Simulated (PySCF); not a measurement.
Single-point calculation, with input and output: C$_{5}$H$_{11}$NSe

The run: single-point calculation of C$_{5}$H$_{11}$NSe. Method and program: PBE/STO-3G single-point energy, IEF-PCM chloroform (PySCF 2.14.0).

Some settings of this run were made unusual or wrong on purpose. The geometry comes from this level: GFN2-xTB.

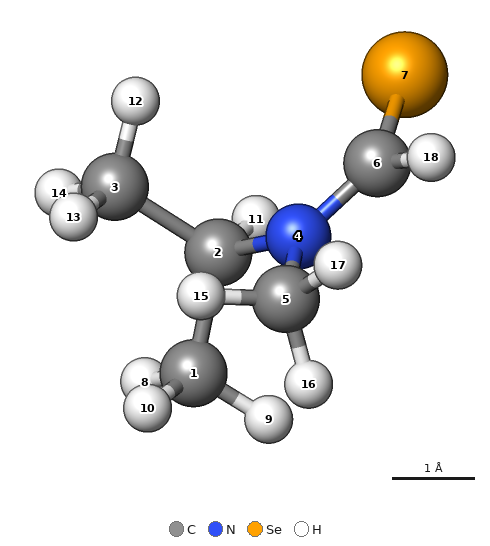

Figure 1. The input geometry (ball-and-stick view, seen at a tilt; atoms are numbered from 1 in the order of the input). Bond lengths as drawn: C–C 1.52 to 1.53 Å, C–H 1.09 to 1.10 Å, C–N 1.32 to 1.46 Å and C–Se 1.78 Å.

Input file:
```
{"job": {"kind": "sp", "xc": "PBE", "basis": "STO-3G", "solvent": "chloroform", "pop": false}, "charge": 0, "multiplicity": 1}
C      1.585500     0.736451    -0.339659
C      0.631264    -0.394896     0.024675
C      0.593307    -0.644613     1.531349
N     -0.714573    -0.152769    -0.478908
C     -1.274884     1.166248    -0.315703
C     -1.430163    -1.127696    -1.015154
Se    -0.959365    -2.829395    -1.259613
H      2.599668     0.434519    -0.092931
H      1.544258     0.944377    -1.406399
H      1.360207     1.646413     0.211353
H      0.973664    -1.312224    -0.466932
H     -0.088057    -1.462699     1.753471
H      0.268407     0.242247     2.071583
H      1.584189    -0.917759     1.882068
H     -1.112594     1.518649     0.703498
H     -0.812325     1.872215    -1.009234
H     -2.345724     1.142058    -0.508492
H     -2.425119    -0.833238    -1.337956
```

The first line tells a small driver script what to run in PySCF; the rest is the geometry in Å.

Hardware: 1 CPU thread, shared host.

Command:
```bash
OMP_NUM_THREADS=1 python <driver script> task.json out
```

Log:
```
coarse grid: 65544 points
cycle   1  E = -2622.7778323478  dE = -2.187e+00  |g| = 5.155e-01  |ddm| = 5.327e+00
cycle   2  E = -2622.0281161186  dE =  7.497e-01  |g| = 1.413e+00  |ddm| = 3.877e+00
cycle   3  E = -2622.9307851930  dE = -9.027e-01  |g| = 2.016e-01  |ddm| = 2.692e+00
cycle   4  E = -2622.9414631715  dE = -1.068e-02  |g| = 1.291e-01  |ddm| = 4.569e-01
cycle   5  E = -2622.9465947329  dE = -5.132e-03  |g| = 1.850e-02  |ddm| = 1.891e-01
cycle   6  E = -2622.9466843538  dE = -8.962e-05  |g| = 7.495e-03  |ddm| = 3.087e-02
cycle   7  E = -2622.9467070128  dE = -2.266e-05  |g| = 6.866e-04  |ddm| = 1.569e-02
cycle   8  E = -2622.9467071836  dE = -1.707e-07  |g| = 2.432e-04  |ddm| = 1.049e-03
final grid: 139200 points
cycle   9  E = -2622.9467148523  dE =  1.351e-07  |g| = 6.337e-04  |ddm| = 1.735e-03
cycle  10  E = -2622.9467136148  dE =  1.237e-06  |g| = 1.820e-03  |ddm| = 4.774e-03
cycle  11  E = -2622.9467150163  dE = -1.402e-06  |g| = 1.524e-04  |ddm| = 3.632e-03
cycle  12  E = -2622.9467150229  dE = -6.603e-09  |g| = 2.618e-05  |ddm| = 2.135e-04
cycle  13  E = -2622.9467150231  dE = -2.078e-10  |g| = 1.453e-06  |ddm| = 3.534e-05
```

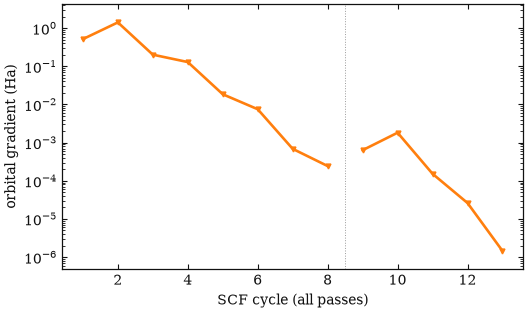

Figure 2. Convergence of the self-consistent field: orbital gradient against the SCF cycle. The dotted line marks the change from a coarse to the final integration grid. The first 8 cycles use a coarse grid, the final grid takes over at cycle 9, and the field converges after 13 cycles in all.

```
converged SCF energy = -2622.9467150231
```

What the run reported:

```csv
quantity,value
outcome,converged
total energy,−2622.946715 hartree
HOMO,−1.43 eV
LUMO,1.36 eV
dipole moment,5.59 D
wall time,3 s
peak memory,0.61 GiB
```

Diagnosis:

Some settings of this run were drawn to be unusual or wrong. It converged; results that depend on the unusual settings are not reference values.
